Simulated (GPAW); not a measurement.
# VAgS3 (model structure): optical spectrum from first principles

Aim: the dielectric function of VAgS3 (model structure), and the optical constants that follow from it. The structure is a model built here, which may or may not match a known phase. It was built so: All Nb replaced by V and O replaced by S in the Pm-3m structure of NbAgO3. The cell given below was relaxed beforehand with Ansatz.

Program: GPAW 26.7.0. Level of theory: DFT, RPBE, plane-wave PAW (GPAW data sets), scalar-relativistic, RPA, optical limit. Results are calculated unless marked as measured.

## Step 1: Set-up

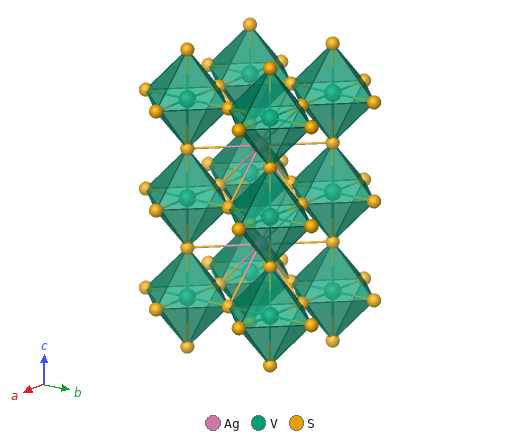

The starting structure, seen from a free direction (silver pink, vanadium teal, sulfur orange). 1×1×2 cells are drawn. Some periodic images of atoms are drawn too.

## Step 2: Ground state

First the ground state: is it a metal or has it a gap?

This step: DFT, RPBE, plane-wave PAW (GPAW data sets), scalar-relativistic, ground state (GPAW 26.7.0).

The input, gs.py:

```python
from ase import Atoms
from ase.dft.bandgap import bandgap
from gpaw import GPAW, PW, FermiDirac

atoms = Atoms(['Ag', 'V', 'S', 'S', 'S'],
              cell=[[4.65815307, 0.00000000, 0.00000000],
                    [0.00000000, 4.65815307, 0.00000000],
                    [0.00000000, 0.00000000, 4.65815307]],
              scaled_positions=[[0.50000000, 0.50000000, 0.50000000],
                                [0.00000000, 0.00000000, 1.00000000],
                                [1.00000000, 0.00000000, 0.50000000],
                                [1.00000000, 0.50000000, 0.00000000],
                                [0.50000000, 0.00000000, 0.00000000]],
              pbc=[True, True, True])
atoms.set_initial_magnetic_moments([0.0, 2.0, 0.0, 0.0, 0.0])
atoms.calc = GPAW(mode=PW(450), xc='RPBE', kpts={'size': (5, 5, 5), 'gamma': True},
                  occupations=FermiDirac(0.05), maxiter=150, txt='gs.txt')
print('energy (eV)', atoms.get_potential_energy())
print('Fermi level (eV)', atoms.calc.get_fermi_level())
print('valence electrons', atoms.calc.get_number_of_electrons())
print('gap (eV)', bandgap(atoms.calc, output=None)[0])
print('direct gap (eV)', bandgap(atoms.calc, direct=True, output=None)[0])
print('moments', atoms.get_magnetic_moments().round(3).tolist())
atoms.calc.write('gs.gpw')
```

On the command line:

```bash
$ OMP_NUM_THREADS=1 python gs.py
```

Numbers of over 12 decimals in the logs are rounded to 6 here.

Log:

```text
__  _  _
 | _ |_)|_||  |
 |__||  | ||/\| - 26.7.0

Versions:
  Python: 3.12.14
  ASE:    3.29.0
  Numpy:  2.5.5
  Scipy:  1.18.1
  Libxc:  7.0.0

Input parameters:
  mode=PW(ecut=450.000000),
  kpts=MonkhorstPack(size=(5, 5, 5), gamma=True),
  maxiter=150,
  occupations=Occupations(name='fermi-dirac', width=0.05, fixmagmom=False),
  xc=XC(name='RPBE')

Diagonalizing LCAO Hamiltonian
Converting LCAO to pw mode
    .----------.
   /|          |
  / |          |
 *  |          |
 |  |          |
 |  |   Ag     |
 S  .----------.
 | S          /
 |/          /
 V-----S----*

Atoms  # Å, Bohr magnetons
|   | symbol |        x |        y |        z |    initial magnetic moments |
| 0 |     Ag | 2.329077 | 2.329077 | 2.329077 | ( 0.0000,  0.0000,  0.0000) |
| 1 |      V | 0.000000 | 0.000000 | 4.658153 | ( 0.0000,  0.0000,  2.0000) |
| 2 |      S | 4.658153 | 0.000000 | 2.329077 | ( 0.0000,  0.0000,  0.0000) |
| 3 |      S | 4.658153 | 2.329077 | 0.000000 | ( 0.0000,  0.0000,  0.0000) |
| 4 |      S | 2.329077 | 0.000000 | 0.000000 | ( 0.0000,  0.0000,  0.0000) |

Unit cell  # Å
| periodic |        x |        y |        z |  lengths |    angles |
|      yes | 4.658153 | 0.000000 | 0.000000 | 4.658153 | 90.000000 |
|      yes | 0.000000 | 4.658153 | 0.000000 | 4.658153 | 90.000000 |
|      yes | 0.000000 | 0.000000 | 4.658153 | 4.658153 | 90.000000 |

Number of symmetries: 48
Symmetry operations  # r_c * U_cc + t_c -> r_c
|    | kind |            matrix            |
|  0 |  E   |  1, 0, 0,  0, 1, 0,  0, 0, 1 |
|  1 |  σ   |  1, 0, 0,  0, 1, 0,  0, 0,-1 |
|  2 |  σ   |  1, 0, 0,  0, 0, 1,  0, 1, 0 |
|  3 |  C4  |  1, 0, 0,  0, 0, 1,  0,-1, 0 |
|  4 |  C4  |  1, 0, 0,  0, 0,-1,  0, 1, 0 |
|  5 |  σ   |  1, 0, 0,  0, 0,-1,  0,-1, 0 |
|  6 |  σ   |  1, 0, 0,  0,-1, 0,  0, 0, 1 |
|  7 |  C2  |  1, 0, 0,  0,-1, 0,  0, 0,-1 |
|  8 |  σ   |  0, 1, 0,  1, 0, 0,  0, 0, 1 |
|  9 |  C2  |  0, 1, 0,  1, 0, 0,  0, 0,-1 |
| 10 |  C3  |  0, 1, 0,  0, 0, 1,  1, 0, 0 |
| 11 |  S6  |  0, 1, 0,  0, 0, 1, -1, 0, 0 |
| 12 |  S6  |  0, 1, 0,  0, 0,-1,  1, 0, 0 |
| 13 |  C3  |  0, 1, 0,  0, 0,-1, -1, 0, 0 |
| 14 |  C4  |  0, 1, 0, -1, 0, 0,  0, 0, 1 |
| 15 |  S4  |  0, 1, 0, -1, 0, 0,  0, 0,-1 |
| 16 |  C3  |  0, 0, 1,  1, 0, 0,  0, 1, 0 |
| 17 |  S6  |  0, 0, 1,  1, 0, 0,  0,-1, 0 |
| 18 |  σ   |  0, 0, 1,  0, 1, 0,  1, 0, 0 |
| 19 |  C4  |  0, 0, 1,  0, 1, 0, -1, 0, 0 |
| 20 |  C2  |  0, 0, 1,  0,-1, 0,  1, 0, 0 |
| 21 |  S4  |  0, 0, 1,  0,-1, 0, -1, 0, 0 |
| 22 |  S6  |  0, 0, 1, -1, 0, 0,  0, 1, 0 |
| 23 |  C3  |  0, 0, 1, -1, 0, 0,  0,-1, 0 |
| 24 |  S6  |  0, 0,-1,  1, 0, 0,  0, 1, 0 |
| 25 |  C3  |  0, 0,-1,  1, 0, 0,  0,-1, 0 |
| 26 |  C4  |  0, 0,-1,  0, 1, 0,  1, 0, 0 |
| 27 |  σ   |  0, 0,-1,  0, 1, 0, -1, 0, 0 |
| 28 |  S4  |  0, 0,-1,  0,-1, 0,  1, 0, 0 |
| 29 |  C2  |  0, 0,-1,  0,-1, 0, -1, 0, 0 |
| 30 |  C3  |  0, 0,-1, -1, 0, 0,  0, 1, 0 |
| 31 |  S6  |  0, 0,-1, -1, 0, 0,  0,-1, 0 |
| 32 |  C4  |  0,-1, 0,  1, 0, 0,  0, 0, 1 |
| 33 |  S4  |  0,-1, 0,  1, 0, 0,  0, 0,-1 |
| 34 |  S6  |  0,-1, 0,  0, 0, 1,  1, 0, 0 |
| 35 |  C3  |  0,-1, 0,  0, 0, 1, -1, 0, 0 |
| 36 |  C3  |  0,-1, 0,  0, 0,-1,  1, 0, 0 |
| 37 |  S6  |  0,-1, 0,  0, 0,-1, -1, 0, 0 |
| 38 |  σ   |  0,-1, 0, -1, 0, 0,  0, 0, 1 |
| 39 |  C2  |  0,-1, 0, -1, 0, 0,  0, 0,-1 |
| 40 |  σ   | -1, 0, 0,  0, 1, 0,  0, 0, 1 |
| 41 |  C2  | -1, 0, 0,  0, 1, 0,  0, 0,-1 |
| 42 |  C2  | -1, 0, 0,  0, 0, 1,  0, 1, 0 |
| 43 |  S4  | -1, 0, 0,  0, 0, 1,  0,-1, 0 |
| 44 |  S4  | -1, 0, 0,  0, 0,-1,  0, 1, 0 |
| 45 |  C2  | -1, 0, 0,  0, 0,-1,  0,-1, 0 |
| 46 |  C2  | -1, 0, 0,  0,-1, 0,  0, 0, 1 |
| 47 |  i   | -1, 0, 0,  0,-1, 0,  0, 0,-1 |

BZ-sampling:
  Number of BZ points: 125
  Number of IBZ points: 10

  Monkhorst-Pack size: [5, 5, 5]
  Monkhorst-Pack shift: [0, 0, 0]

K-points  # in reciprocal-cell coordinates
|   |                                coordinates |     weight |
| 0 | (  0.00000000,   0.00000000,   0.00000000) | 0.00800000 |
| 1 | (  0.20000000,   0.00000000,   0.00000000) | 0.04800000 |
| 2 | (  0.20000000,   0.20000000,   0.00000000) | 0.09600000 |
| 3 | (  0.20000000,   0.20000000,   0.20000000) | 0.06400000 |
| 4 | (  0.40000000,   0.00000000,   0.00000000) | 0.04800000 |
| 5 | (  0.40000000,   0.20000000,   0.00000000) | 0.19200000 |
| 6 | (  0.40000000,   0.20000000,   0.20000000) | 0.19200000 |
| 7 | (  0.40000000,   0.40000000,   0.00000000) | 0.09600000 |
| 8 | (  0.40000000,   0.40000000,   0.20000000) | 0.19200000 |
| 9 | (  0.40000000,   0.40000000,   0.40000000) | 0.06400000 |

Plane wave coefficients: 2221
Cutoff: 450.000000 eV

Spin-components: 2 (collinear spins)
Bands:           34
Projectors:      27
Spin-degeneracy: 1
Datatype:        complex128

Parallelization:
  kpt:    1
  domain: 1
  band:   1

Density:
  Valence electrons: 48.0
  Components: 2
  Grid points: [24 24 24]
  Charge: 0.0  # |e|

Potential:
  Grid points: [24 24 24]

species:
  Ag:
    name:    Silver
    id:
    Z:       47.0
    valence: 17
    core:    30
    charge:  0.0  # [|e|]
    compensation charges:
      type: gauss
      rc: 0.40  # [Å]
      lmax: 2
    cutoffs:
      filter: 2.35  # [Å]
      core: 2.19  # [Å]
    projectors
    | kind |    occ | energy [eV] | rcut [Å] |
    |   5s |  1.000 |      -4.277 |    1.286 |
    |   4p |  6.000 |     -58.523 |    1.328 |
    |   5p |  0.000 |      -0.755 |    1.328 |
    |   4d | 10.000 |      -7.386 |    1.180 |
    |    s |        |      22.934 |    1.286 |
    |    d |        |      19.826 |    1.180 |

    Using partial waves for Ag as LCAO basis

  V:
    name:    Vanadium
    id:
    Z:       23.0
    valence: 13
    core:    10
    charge:  0.0  # [|e|]
    compensation charges:
      type: gauss
      rc: 0.37  # [Å]
      lmax: 2
    cutoffs:
      filter: 2.14  # [Å]
      core: 0.96  # [Å]
    projectors
    | kind |    occ | energy [eV] | rcut [Å] |
    |   3s |  2.000 |     -70.322 |    1.254 |
    |   4s |  2.000 |      -4.648 |    1.254 |
    |   3p |  6.000 |     -44.073 |    1.281 |
    |   4p |  0.000 |      -1.446 |    1.281 |
    |   3d |  3.000 |      -5.111 |    1.169 |
    |    d |        |      22.100 |    1.169 |

    Using partial waves for V as LCAO basis

  S:
    name:    Sulfur
    id:
    Z:       16.0
    valence: 6
    core:    10
    charge:  0.0  # [|e|]
    compensation charges:
      type: gauss
      rc: 0.24  # [Å]
      lmax: 2
    cutoffs:
      filter: 1.77  # [Å]
      core: 1.66  # [Å]
    projectors
    | kind |    occ | energy [eV] | rcut [Å] |
    |   3s |  2.000 |     -17.247 |    0.974 |
    |   3p |  4.000 |      -6.991 |    0.979 |
    |    s |        |       9.964 |    0.974 |
    |    p |        |      20.220 |    0.979 |
    |    d |        |       0.000 |    0.900 |

    Using partial waves for S as LCAO basis

Reference energy: -203015.913841  # eV

eigensolver:
  PPCG
  Converge bands: occupied
  niter=2

density mixing:
  MSR1-Mixer
  Pratt-step length: 0.05
  Maximum mixing coefficient: 0.75
  Old densities: 10
  SVD Regularization: 0.005
  Good broyden scale: 1.0
  Trust region scale: 1.0
  Backstep threshold: 4.0
  History deletion threshold: 6.0
  Fourier metric: weight=20.0, sigma=0.015

occupation numbers:
  Fermi-Dirac:
    width: 0.0500  # eV

poisson solver:
  ecut: 3600.000000  # eV

xc functional:
  name: RPBE with 2 nearest neighbor stencil

convergence criteria:
- Maximum [total energy] change in last 3 cyles: 0.0005 eV / valence electron
- Maximum integral of absolute [dens]ity change: 0.0001 electrons / valence electron
- Maximum integral of absolute [eigenst]ate change: 4e-08 eV^2 / valence electron
maximum number of iterations: 150

SCF iterations
|iter     |      energy | eigst |  dens |  magmom |
|iter:   1||  -22.831706 | +0.05 |       |  +2.0014|
|iter:   2||  -22.494538 | -1.49 | -1.02 |  +1.9232|
|iter:   3||  -22.072993 | -1.90 | -1.15 |  +1.7011|
|iter:   4||  -21.872483 | -2.20 | -1.17 |  +1.3637|
|iter:   5||  -21.917413 | -2.47 | -1.48 |  +0.8357|
|iter:   6||  -21.942032 | -3.17 | -1.62 |  +0.4887|
|iter:   7||  -21.968308 | -3.00 | -1.92 |  -0.0006|
|iter:   8||  -21.972164 | -3.76 | -2.34 |  -0.1286|
|iter:   9||  -21.972794c| -4.59 | -2.73 |  -0.1547|
|iter:  10||  -21.972798c| -5.20 | -3.15 |  -0.1615|
|iter:  11||  -21.972584c| -5.33 | -3.39 |  -0.1592|
|iter:  12||  -21.972421c| -5.67 | -3.60 |  -0.1540|
|iter:  13||  -21.972381c| -6.56 | -4.07c|  -0.1517|
|iter:  14||  -21.972369c| -7.72c| -4.62c|  -0.1516|

Converged in 14 steps
SCF loop duration: 32.311 s (2.308 s/step)
Energy contributions relative to reference atoms: (reference = -203015.913841)

Energy contributions:
  Kinetic:          17.910333
  Coulomb:         -20.309940
  Zero:              0.350714
  External:          0.000000
  Xc:              -19.908169
  Entropy:          -0.030613
  Spinorbit:         0.000000
  ----------------------------
  Free energy:     -21.987675
  Extrapolated:    -21.972369

dipole moment: (-41.232513, -41.232513, -41.232513)  # |e|*Ang

Total magnetic moment: (0.000000, 0.000000, -0.151594)

Local magnetic moments
|        x |        y |         z |
| 0.000000 | 0.000000 | -0.009895 |  # Ag   0
| 0.000000 | 0.000000 |  0.467513 |  # V    1
| 0.000000 | 0.000000 | -0.141314 |  # S    2
| 0.000000 | 0.000000 | -0.141314 |  # S    3
| 0.000000 | 0.000000 | -0.141314 |  # S    4

Fermi level: 5.414
Eigenvalues  # (at kpt = [0.000, 0.000, 0.000])
| band index |      eig [eV] | occ [0-1] |      eig [eV] | occ [0-1] |
|          0 |       -60.282 |     1.000 |       -59.788 |     1.000 |
|        ... |               |           |               |           |
|         19 |         4.292 |     1.000 |         4.020 |     1.000 |
|         20 |         4.292 |     1.000 |         4.020 |     1.000 |
|         21 |         4.317 |     1.000 |         4.771 |     1.000 |
|         22 |         4.317 |     1.000 |         4.771 |     1.000 |
|         23 |         4.317 |     1.000 |         4.771 |     1.000 |
|         24 |         4.964 |     1.000 |         4.814 |     1.000 |
|         25 |         4.964 |     1.000 |         4.814 |     1.000 |
|         26 |         4.964 |     1.000 |         4.814 |     1.000 |
|         27 |         5.679 |     0.005 |         5.857 |     0.000 |
|         28 |         5.679 |     0.005 |         5.916 |     0.000 |
|         29 |         5.820 |     0.000 |         5.916 |     0.000 |
|         30 |        11.464 |     0.000 |        11.561 |     0.000 |
|         31 |        12.416 |     0.000 |        12.346 |     0.000 |
|         32 |        14.602 |     0.000 |        14.597 |     0.000 |
|         33 |        14.602 |     0.000 |        14.597 |     0.000 |

No gap
No difference between direct/indirect transitions

--- standard output ---
energy (eV) -21.972369
Fermi level (eV) 5.414120
valence electrons 48.0
gap (eV) 0.0
direct gap (eV) 0.0
moments [-0.01, 0.468, -0.141, -0.141, -0.141]
```

It took 35 s on 1 thread of Arm Neoverse V2, shared host; peak memory 0.19 GiB.

Numbers from this step:

- energy: -21.97 eV
- Fermi energy: 5.414 eV
- electrons: 48
- site moments: -0.01, 0.468, -0.141, -0.141, -0.141 μB

There are states at the Fermi level within the smearing, so the occupations stay smeared and the carriers get a Drude term.

## Step 3: Bands for the response

The response needs many more empty bands than the density does.

This step: DFT, RPBE, plane-wave PAW (GPAW data sets), scalar-relativistic, bands at fixed density (GPAW 26.7.0).

The input, nscf.py:

```python
from ase.dft.bandgap import bandgap
from gpaw import GPAW, FermiDirac

calc = GPAW('gs.gpw').fixed_density(kpts={'size': (8, 8, 8), 'gamma': True}, nbands=54, convergence={'bands': 48},
                                    occupations=FermiDirac(0.05), txt='nscf.txt')
print('gap (eV)', bandgap(calc, output=None)[0])
print('direct gap (eV)', bandgap(calc, direct=True, output=None)[0])
calc.write('full.gpw', mode='all')
```

On the command line:

```bash
$ OMP_NUM_THREADS=1 python nscf.py
```

Log:

```text
Diagonalizing LCAO Hamiltonian
Converting LCAO to pw mode
convergence criteria:
- Maximum integral of absolute [eigenst]ate change: 4e-08 eV^2 / valence electron
maximum number of iterations: 150

SCF iterations
|iter     |      energy | eigst |  dens |  magmom |
|iter:   1||             | +2.60 |       |  -0.1516|
|iter:   2||             | +1.64 |       |  -0.1516|
|iter:   3||             | +0.92 |       |  -0.1516|
|iter:   4||             | +0.08 |       |  -0.1516|
|iter:   5||             | -0.65 |       |  -0.1516|
|iter:   6||             | -1.52 |       |  -0.1516|
|iter:   7||             | -2.30 |       |  -0.1516|
|iter:   8||             | -3.19 |       |  -0.1516|
|iter:   9||             | -3.97 |       |  -0.1516|
|iter:  10||             | -4.83 |       |  -0.1516|
|iter:  11||             | -5.59 |       |  -0.1516|
|iter:  12||             | -6.43 |       |  -0.1516|
|iter:  13||             | -7.11 |       |  -0.1516|
|iter:  14||             | -7.58c|       |  -0.1516|
SCF steps: 14
  __  _  _
 | _ |_)|_||  |
 |__||  | ||/\| - 26.7.0

Versions:
  Python: 3.12.14
  ASE:    3.29.0
  Numpy:  2.5.5
  Scipy:  1.18.1
  Libxc:  7.0.0

Input parameters:
  mode=PW(ecut=450.000000),
  convergence={'bands': 48},
  gpts=array([24, 24, 24]),
  kpts=MonkhorstPack(size=(8, 8, 8), gamma=True),
  maxiter=150,
  nbands=54,
  occupations=Occupations(name='fermi-dirac', width=0.05, fixmagmom=False),
  parallel={},
  xc=XC(name='RPBE')

--- standard output ---
gap (eV) 0.0
direct gap (eV) 0.0
```

Elapsed: 2.6 min, on 1 thread; peak memory 0.34 GiB.

[end of part 1 of 2]

[Machine, clock and banner lines and Python warnings are left out of the logs.]

[Logs are printed without paths, hosts, clocks, repeated set-up lines and the standing remarks that a program may print on its own settings, such as how far it seeks lower states.]

[Hosts, paths, dates, database ids (printed as entryN), source tags and the programs' standing remarks are cut or masked in the printed files.]
